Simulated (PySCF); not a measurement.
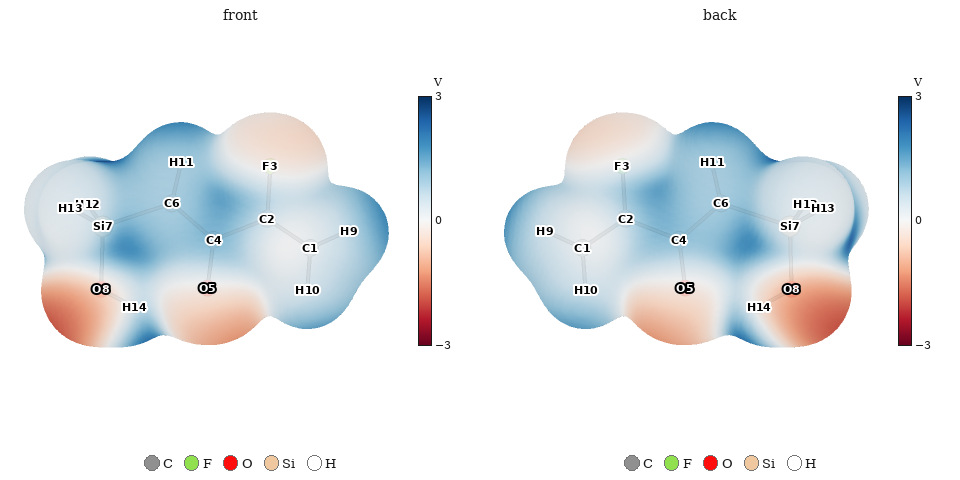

*C4H6FO2Si (SMILES C=C(F)C(=O)[CH][SiH2]O) (doublet). The molecular electrostatic potential painted on the density surface at 0.004 e/bohr³, seen from the front and from behind; red is negative and blue positive.*

Geometry: GFN2-xTB.

The calculation used UKS B3LYP, pcH-1 on C F H O Si, non-relativistic, mean-field spin-orbit, GIAO in PySCF 2.14.0, density-fitted response routines.

The calculation's input:

```
{"job": {"kind": "epr", "basis": "pcH-1"}, "charge": 0, "multiplicity": 2}
C     -2.792567     0.800847    -0.126015
C     -1.788693     0.103539     0.390097
F     -2.023082    -0.777028     1.389983
C     -0.373822     0.201007    -0.058260
O     -0.077695     1.036053    -0.930107
C      0.574652    -0.679166     0.524387
Si     2.377621    -0.652700    -0.001254
O      2.606954     0.475801    -1.125947
H     -3.802164     0.688436     0.226721
H     -2.592421     1.496960    -0.919401
H      0.215822    -1.367783     1.272495
H      2.681185    -1.973904    -0.557574
H      3.167943    -0.332794     1.190086
H      1.825590     0.980258    -1.391961
```

Command:

```sh
OMP_NUM_THREADS=1 python probes_run.py task.json out
```

> Which sites attract a positive test charge, and which a negative one?

A positive charge is drawn to the negative regions and a negative charge to the positive ones. The most negative region (about −1.8 V) lies over O8, the most positive (about +2.4 V) over Si7. O8 is the likeliest acceptor of a hydrogen bond.
